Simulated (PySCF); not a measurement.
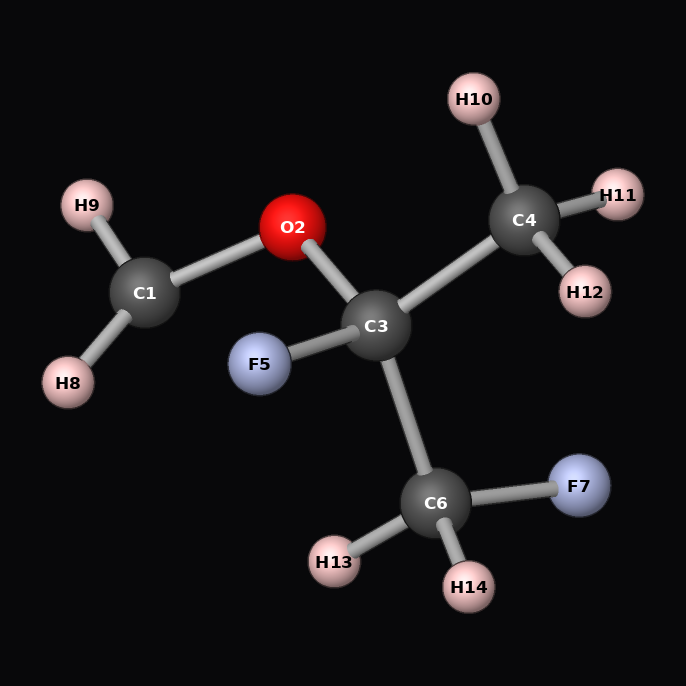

The questions are on Mulliken spin populations. Charge 0, doublet. The geometry was computed by an optimisation with GFN2-xTB. No frequency run is at hand to confirm it as a minimum. Method: UKS B3LYP, pcH-1 on C F H O, non-relativistic (PySCF 2.14.0).

Which atom carries the largest spin population?

C1 (0.95 e).

Which atom has the lowest spin population?

H9 (−0.04 e); a negative value comes from spin polarisation.

List the Mulliken spin populations.

```json
{"atom": "C1", "value (e)": "0.95"}
{"atom": "O2", "value (e)": "0.10"}
{"atom": "C3", "value (e)": "0.00"}
{"atom": "C4", "value (e)": "0.00"}
{"atom": "F5", "value (e)": "0.00"}
{"atom": "C6", "value (e)": "0.02"}
{"atom": "F7", "value (e)": "0.00"}
{"atom": "H8", "value (e)": "−0.03"}
{"atom": "H9", "value (e)": "−0.04"}
{"atom": "H10", "value (e)": "0.00"}
{"atom": "H11", "value (e)": "0.00"}
{"atom": "H12", "value (e)": "0.00"}
{"atom": "H13", "value (e)": "0.00"}
{"atom": "H14", "value (e)": "0.00"}
```

Mulliken values depend strongly on the basis set.
